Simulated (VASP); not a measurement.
Band structure of MgSe (space group P6_3mc). All values below come from LDA (Ceperley-Alder, Perdew-Zunger), VASP's LDA PAW potentials (set 64) (plane waves; VASP 6.6.1).

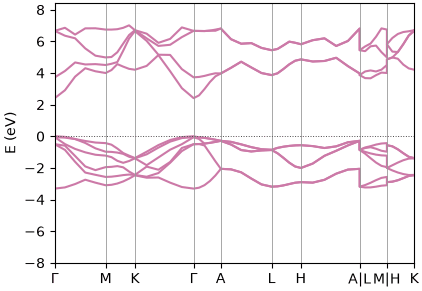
Figure. Bands along high-symmetry lines, zero at the valence-band maximum or, without a gap, the Fermi level

Task: Read the plot: is there a gap, and where are the band edges?

Result: The gap is direct, 2.41 eV, from the valence maximum at Γ to the conduction minimum at Γ.

The structure comes from a computed database's MgSe entry (P6_3mc); how it stands against other phases isn't given here. The cell was not relaxed at this level.
